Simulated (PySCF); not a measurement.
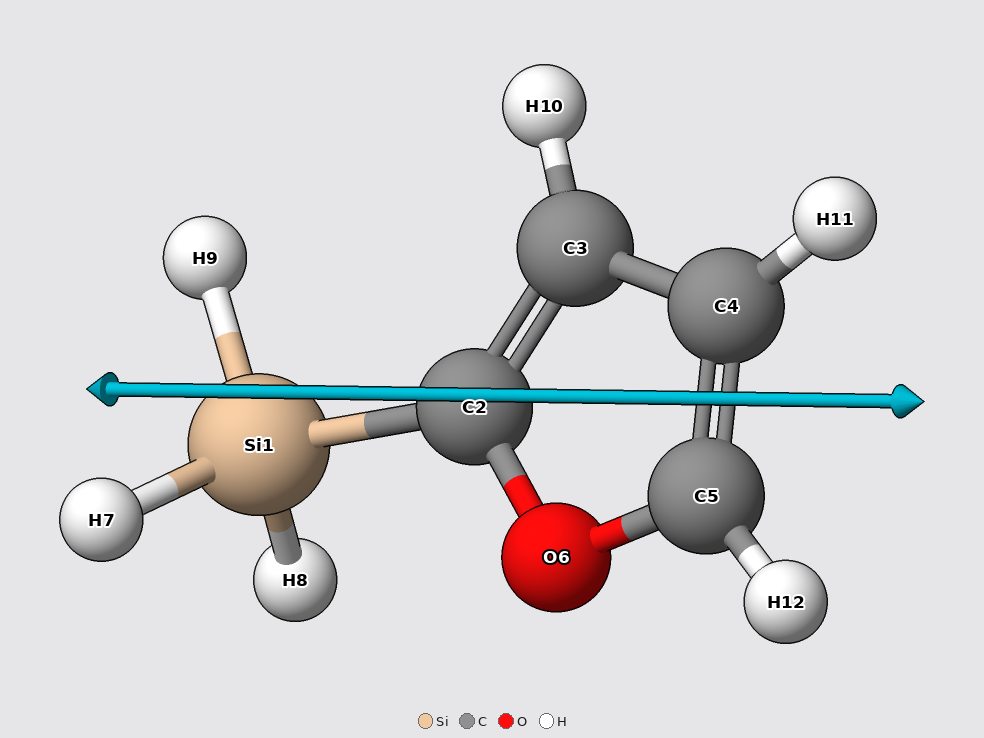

The double arrow shows the direction of the transition dipole to excited singlet state 1 (its length means nothing). The geometry was computed by an optimisation with PBE0-D3(BJ)/def2-SVP. No frequency run is at hand to confirm it as a minimum. Properties computed with TDDFT PBE0/6-31G*, vertical, gas phase, core orbitals frozen in the response (PySCF 2.14.0).

Question: How is the transition polarised?

Answer: Nearly parallel to the Si1–C2 bond.

Question: Where does the transition lie, and how strong is it?

Answer: 6.05 eV (205 nm), oscillator strength 0.31, mainly HOMO → LUMO (weight 0.97); transition dipole 3.68 D.
